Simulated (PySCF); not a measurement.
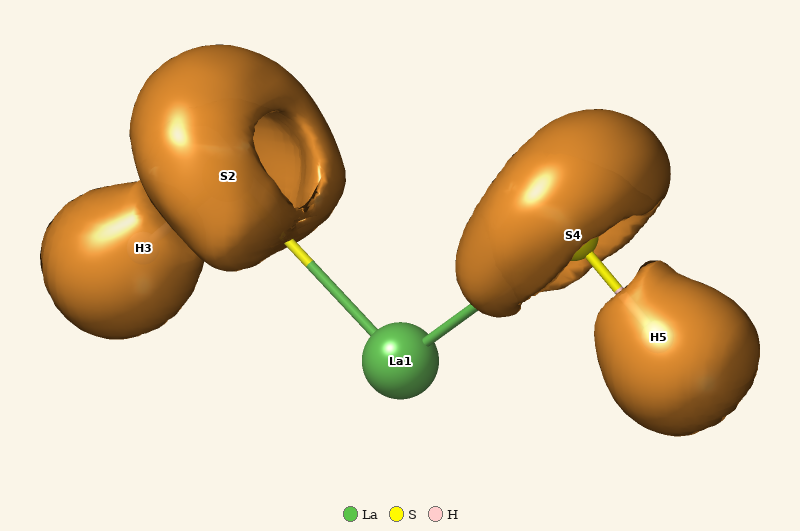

*H$_{2}$LaS$_{2}$ (charge +1). Isosurface of the ELF at 0.85 (orange), seen at a tilt. Core shells and regions of very low density are left out.*

Core potentials replace the inner electrons of La.

The calculation used RKS PBE0, La lcecp-1-SVP with ECP46, S def2-SVP, H def2-SVP; non-relativistic Hamiltonian with scalar-relativistic core potentials where named; density fitting in PySCF 2.14.0.

Input

```
mol = gto.M(atom='''
La     0.00000     0.00000    -0.80121
S      2.00912    -0.13026     0.85719
H      2.99763    -0.20199    -0.07031
S     -2.00912     0.13026     0.85719
H     -2.99763     0.20199    -0.07031''',
    basis={'La': 'lcecp-1-SVP', 'S': 'def2-SVP', 'H': 'def2-SVP'},
    ecp={'La': 'lcecp-1-SVP'},
    charge=1, spin=0)
mf = dft.RKS(mol, xc='PBE0')
mf.grids.atom_grid = (75, 302)  # f atoms: at least (60, 302), unpruned
mf = mf.density_fit()  # La AutoAux, S def2-universal-JKFIT, H def2-universal-JKFIT
mf.conv_tol = 1e-09; mf.max_cycle = 55
mf.kernel(dm0)
```

Launched as:

```sh
OMP_NUM_THREADS=2 python run.py
```

Q: Identify the bonds, lone pairs and shells in this picture.

A: At this value the surface marks out two regions around hydrogen nuclei and two regions wrapped around S (the valence shell of each). Profiles from the grid: La–S (2.61 Å): the ELF peaks at about 0.90 in the valence shell of S, 0.9 Å from its nucleus, and is about 0.40 at the midpoint (a closed-shell, largely ionic contact). S–H (1.36 Å): the ELF climbs to about 1 towards the hydrogen, as it does in any bond to H.
